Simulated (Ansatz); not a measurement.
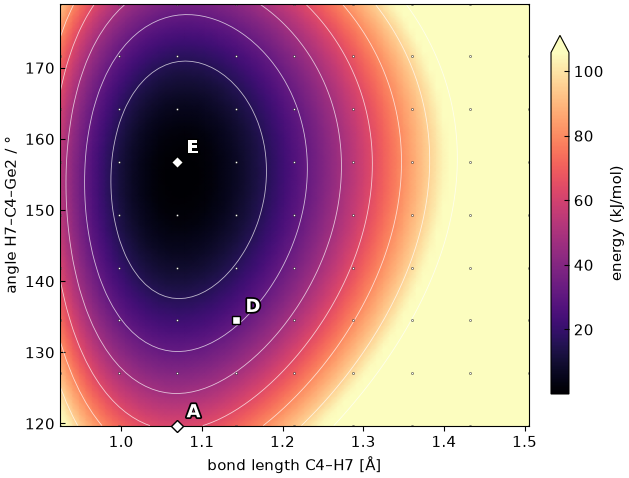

C2H3ClGe, SMILES [Cl][GeH]1[CH]=[CH]1. Coordinates scanned: (1) bond length C4–H7; (2) angle H7–C4–Ge2. Nothing is relaxed (all other coordinates rigid). The scan uses a 9 × 9 grid. Points are written as (first, second). All energies are given in kJ/mol relative to the relaxed molecule at the same level. Computed with Ansatz 0.2.0, RKS BHLYP-D4/def2-TZVP.

The picture shows a smooth colour map with a few white contour lines, dots at the grid points, one colour for all values above the top of the scale, lettered points. Between grid points the surface is interpolated.

What kind of point is each of D, E: minimum, saddle, maximum or slope?

Answer. D: on a slope; E: minimum. (In these two coordinates alone; a stationary point may lie a little off the grid point.)

Rank the lettered points by energy, lowest first.

Answer. E (0.33 kJ/mol), D (30 kJ/mol), A (62 kJ/mol).
